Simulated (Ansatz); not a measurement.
**H4OSi···HBr: density, localisation and related maps**

Input

```
crystal:
  periodic: [false, false, false]
  atoms:
    - {symbol: Si, position_ang: [-0.693364, 0.918182, -0.217588]}
    - {symbol: Br, position_ang: [2.386442, -2.347044, -0.470479]}
    - {symbol: H, position_ang: [-2.146432, 0.707791, -0.444603]}
    - {symbol: H, position_ang: [-0.505054, 2.180620, 0.542716]}
    - {symbol: H, position_ang: [0.036432, 0.965855, -1.502181]}
    - {symbol: H, position_ang: [1.331623, -1.488859, 0.004930]}
    - {symbol: O, position_ang: [-0.036254, -0.366347, 0.606648]}
    - {symbol: H, position_ang: [-0.373392, -0.570299, 1.480558]}
basis:
  gaussian: {orbitals: def2-TZVPP}
hamiltonian: {xc: pbe0, dispersion: d4}
output: {orbitals: {seedname: orbitals}}
```

Command:

```sh
ansatz run in.yaml --threads 4 --pin off --events-out ev --progress --plain --max-ram 9574MiB
```

The product side of a reaction path; geometry: PBE0-D4/def2-TZVP.

All numbers below come from Ansatz, RKS PBE0-D4/def2-TZVPP.

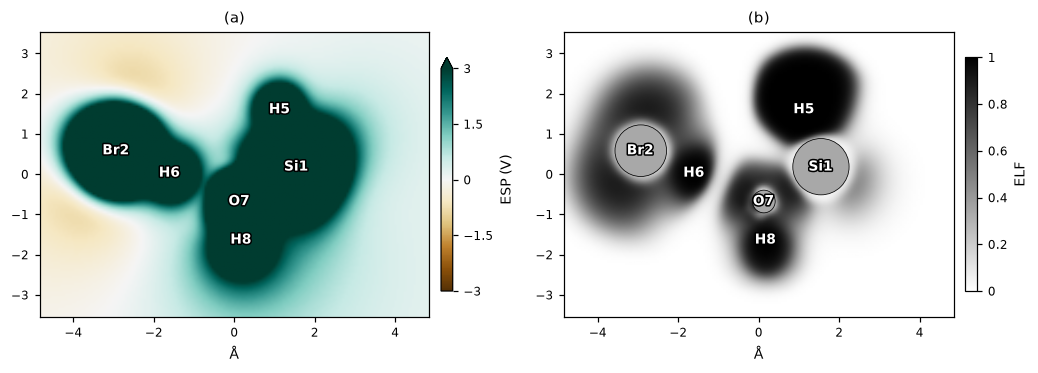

Figure 1. (a) molecular electrostatic potential; (b) ELF on the plane of atoms H5, Si1 and O7. Grey discs cover the atomic cores in the ELF map.

Question: Read the bonding off the picture.

Answer:
- Atoms in the plane: Si, Br, H and O.
- O7···H6 (1.87 Å): the ELF dips to about 0.15 between them.
- Si–O (1.66 Å): the ELF peaks at about 0.85 between the atoms: a shared but strongly polarised pair.
- O–H (0.96 Å): the ELF climbs to about 1 towards the hydrogen, as it does in any bond to H (a covalent bond by its length).
- Br–H (1.44 Å): the ELF climbs to about 1 towards the hydrogen.
- Si–H (1.48 Å): the ELF climbs to about 1 towards the hydrogen.
- The ELF also peaks beside Br2, away from the bonds: lone-pair regions.
- Outside the dense part of the complex the potential is most negative (−0.8 V) near Br2.

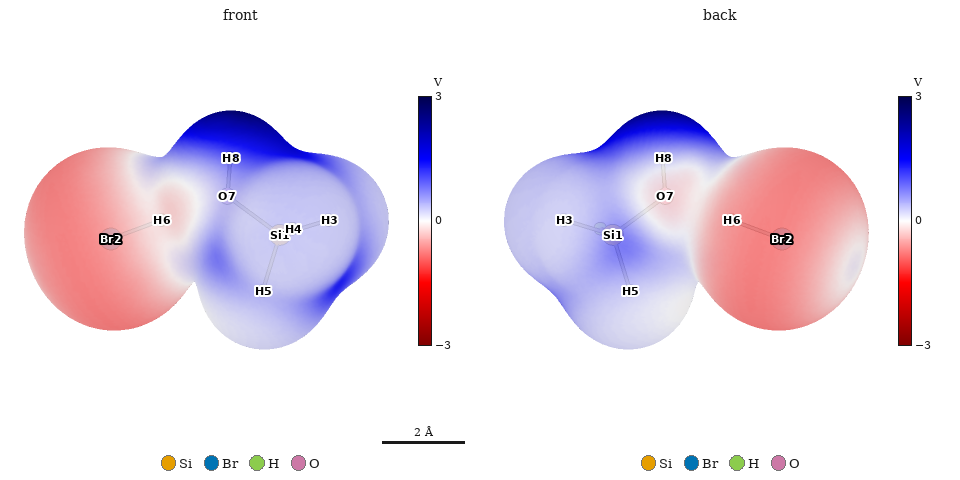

Figure 2. The electrostatic potential painted on the density surface at 0.001 e/bohr³, seen from the front and from behind; red is negative and blue positive.

Question: Which sites attract a positive test charge, and which a negative one?

Answer: A positive charge is drawn to the negative regions and a negative charge to the positive ones. The most negative region (about −0.8 V) lies over Br2, the most positive (about +2.6 V) over H8.

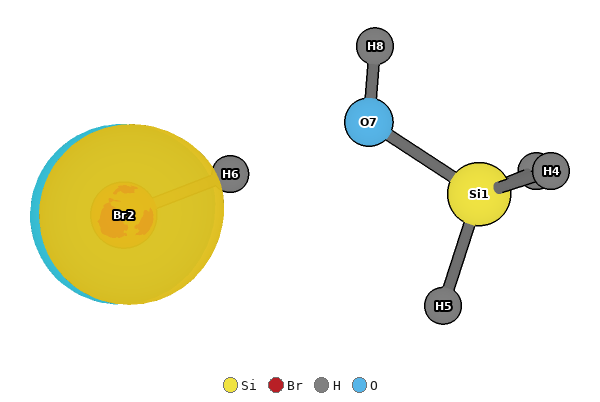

Figure 3. The HOMO at ±0.15 Å⁻³ᐟ² (yellow and cyan are the two phases), seen at a tilt.

Question: What is the character of this orbital?

Answer: Its weight (Hirshfeld) is mainly on Br2 (about 95 %); largely a lone pair of Br2. Its energy is −8.10 eV.
